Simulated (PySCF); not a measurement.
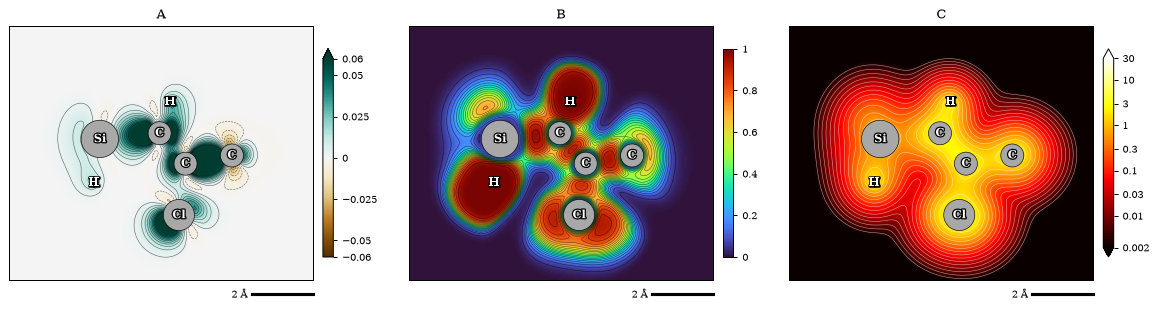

C3H5ClOSi (charge +1, doublet): 3 fields on the plane of atoms C3, C5 and H8, with unlabelled colour scales. Grey discs cover the atomic cores.

Geometry: GFN2-xTB.

These are results of UKS B3LYP, pcH-1 on C Cl H O Si, non-relativistic, mean-field spin-orbit, GIAO in PySCF, not measurements.

> Match the panels to the quantities (electron density, electron localisation function and spin density).

Panel A: spin density (confined to the atoms that carry the unpaired spin). Panel B: electron localisation function. Panel C: electron density. From the grid: C–C (1.31 Å): the density is about 2.4 e/Å³ at the midpoint; the ELF peaks at about 0.90 between the atoms; a short, multiple covalent bond. C–Cl (1.70 Å): the density is about 1.5 e/Å³ at the midpoint; the ELF peaks at about 0.90 between the atoms: a covalent bond.
